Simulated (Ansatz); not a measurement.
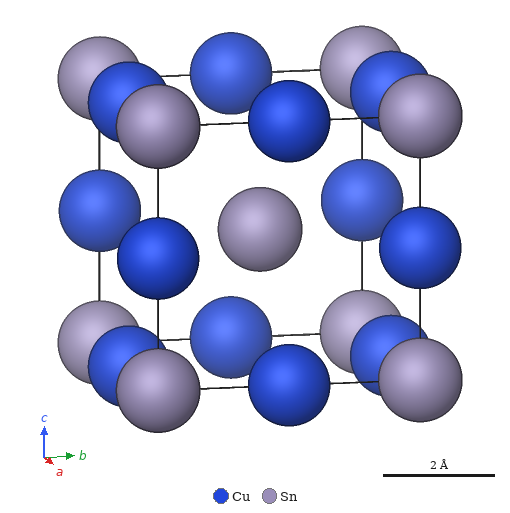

We look at a spheres-only model of the crystal slightly off an axis. The lines enclose the simulation cell; boundary atoms appear with their images.

The program read this input:
```yaml
crystal:
  lattice:
    - [4.8497378972, 0.0, 0.0]
    - [0.0, 4.8497378972, 0.0]
    - [0.0, 0.0, 4.8497378972]
  atoms:
    - { symbol: Cu, position: [0.5, 0.0, 0.0] }
    - { symbol: Cu, position: [0.0, 0.5, 0.0] }
    - { symbol: Cu, position: [0.0, 0.0, 0.5] }
    - { symbol: Sn, position: [0.0, 0.0, 0.0] }
    - { symbol: Sn, position: [0.5, 0.5, 0.5] }
basis:
  ecutwfc: 420
kpoints:
  mp_grid: { grid: [8, 8, 8] }
  band_path:
    path:
      - [[0.0, 0.0, 0.0], [0.0, 0.5, 0.0], [0.5, 0.5, 0.0], [0.0, 0.0, 0.0], [0.5, 0.5, 0.5], [0.0, 0.5, 0.0]]
      - [[0.5, 0.5, 0.5], [0.5, 0.5, 0.0]]
    npoints: 14
hamiltonian:
  xc: pbe
scf:
  occupations: { method: gaussian, width: 0.1 }
  n_extra_bands: 12
output:
  forces: true
  stress: true
  eigenvalues: true
  populations: true
  dos: { projected: true, de: 0.02, nscf_kmesh: { grid: [10, 10, 10] } }
  bader: true
  write_density: true
  write_potential: true
  elf: true
  volumetric_format: npy
```
Run as:
```sh
ansatz run input.yaml --threads 1 --pin off --max-ram 2560MiB --backend cpu --events-out ev --progress --plain --runs-dir out
```

Electronic-structure method: Ansatz 0.2.0, DFT PBE, scalar-relativistic, plane waves, PAW. Parameters: a 420 eV plane-wave basis, Brillouin-zone sampling on an 8×8×8 mesh, Gaussian smearing of 0.1 eV, no spin polarisation.

What net charge does each kind of atom have (Bader)?

Answer. Cu -0.11 e; Sn -0.04 to +0.38 e.

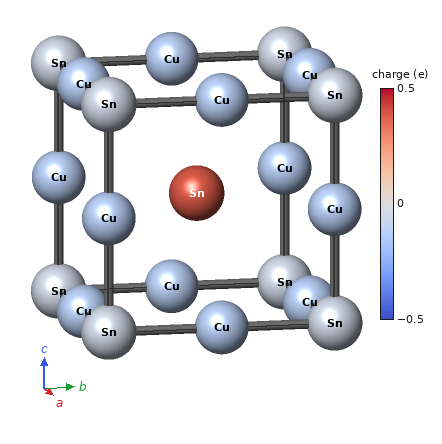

The atoms coloured by those charges.

It goes back to a random cell made by a generator, so it need not be a real form of the compound. Earlier steps of the study may have refined or changed the cell and positions. A calculation with Ansatz used it as input.
